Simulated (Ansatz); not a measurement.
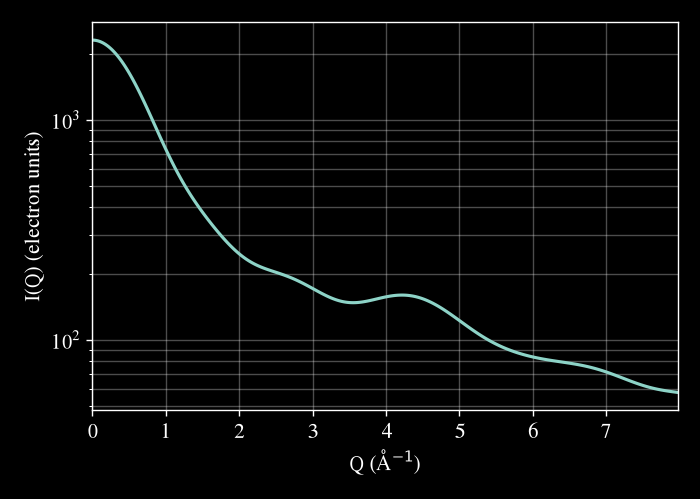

Elastic X-ray scattering of a randomly oriented, rigid molecule, calculated with the Debye equation from neutral-atom form factors (independent atoms, no Compton part, no vibration). The geometry is the end point of an optimisation (RKS r2SCAN-D4/6-31G* (Ansatz)); it may be a saddle point or a higher isomer. It contains N, Al, P, H.

**How many electrons does the independent-atom model of the molecule hold?**

I(0) is the square of the electron number: I(0) = 2300, so about 48 electrons, the count of AlH6N2P.

**What radius of gyration does the initial fall-off give?**

From I(Q) ≈ I(0) exp(−Q²R²/3) at small Q, R ≈ 2.07 Å. It is larger than the electron-weighted radius of the nuclear positions alone (1.93 Å), because each atom's electron cloud adds to it.
